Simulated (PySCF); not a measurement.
# C$_{7}$H$_{10}$O$_{2}$Si (SMILES OCc1ccc([SiH2]O)cc1): what the fields show

```
atom    x (Å)    y (Å)    z (Å)
   O   3.7505  -0.4876  -0.0817
   C   2.9437   0.5651   0.4104
   C   1.4765   0.3124   0.1748
   C   0.6536  -0.1273   1.2035
   C  -0.6813  -0.3980   0.9650
   C  -1.2368  -0.2475  -0.3024
  Si  -3.0716  -0.6114  -0.5926
   O  -4.0190   0.4184   0.2399
   C  -0.3981   0.1830  -1.3263
   C   0.9360   0.4609  -1.0962
   H   3.4476  -1.3135   0.3117
   H   3.2721   1.4553  -0.1324
   H   3.1324   0.7179   1.4834
   H   1.0611  -0.2522   2.1981
   H  -1.3082  -0.7321   1.7800
   H  -3.4653  -1.8857  -0.0086
   H  -3.3338  -0.5108  -2.0306
   H  -3.9367   1.3650   0.1596
   H  -0.7997   0.3051  -2.3226
   H   1.5718   0.7937  -1.9040
```

Geometry: GFN2-xTB.

Method: PySCF, PBE0/pcSseg-1, SCF density, gas phase, non-relativistic.

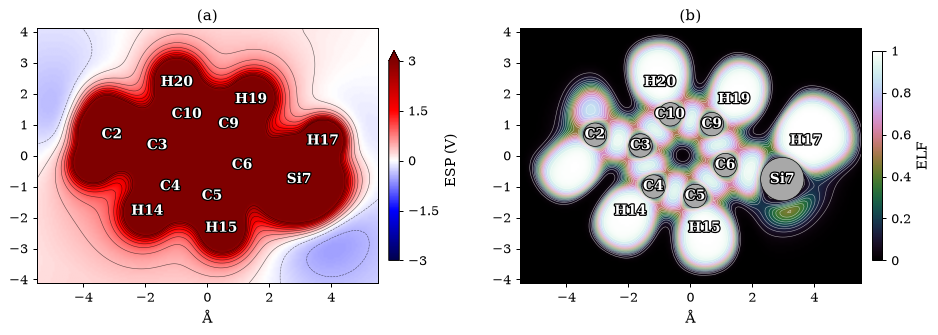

Figure 1. (a) molecular electrostatic potential; (b) ELF on the plane of atoms C4, C5 and H15. Grey discs cover the atomic cores in the ELF map.

### What does the map show?

- The plane passes through C, Si and H nuclei.
- C–C (1.38 Å): the ELF peaks at about 0.95 between the atoms: localised, covalent bonding.
- C–Si (1.89 Å): the ELF peaks at about 1 between the atoms (a shared electron pair).
- C–C (1.51 Å): the ELF peaks at about 0.95 between the atoms (a shared electron pair).
- C–H (1.08 Å): the ELF climbs to about 1 towards the hydrogen, as it does in any bond to H; an ordinary covalent bond to hydrogen.
- Outside the dense part of the molecule the potential is most negative (−0.6 V) near H16, which lies off the plane.

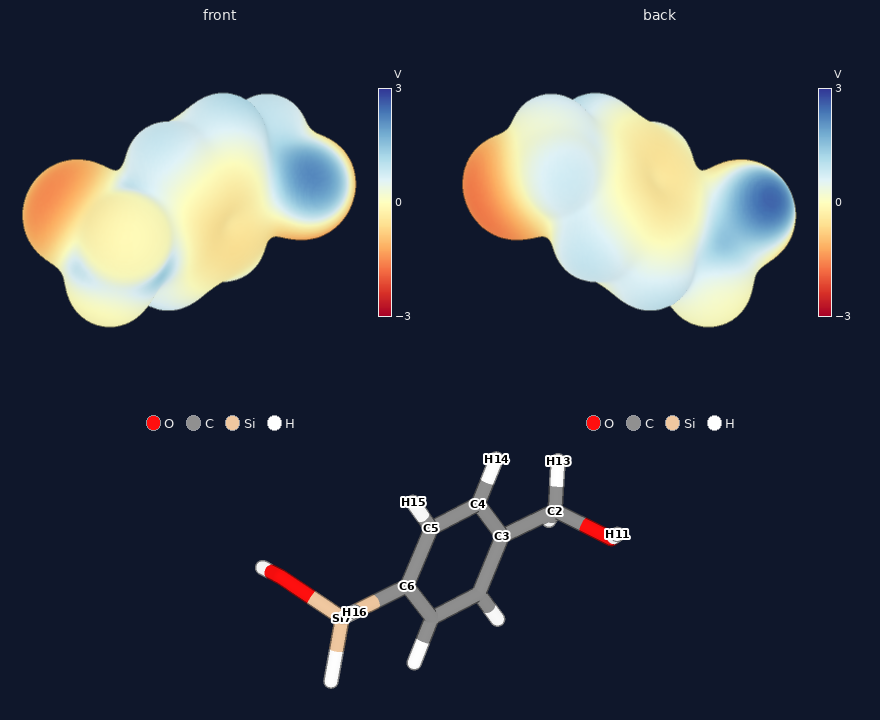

Figure 2. The electrostatic potential painted on the density surface at 0.002 e/bohr³, seen from the front and from behind; red is negative and blue positive. The bare structure is drawn below in the same view.

### Which sites attract a positive test charge, and which a negative one?

A positive charge is drawn to the negative regions and a negative charge to the positive ones. The most negative region (about −1.6 V, or −37 kcal/mol for a unit charge) lies over O1, the most positive (about +2.4 V, or +55 kcal/mol for a unit charge) over H18. O1 is the likeliest acceptor of a hydrogen bond.
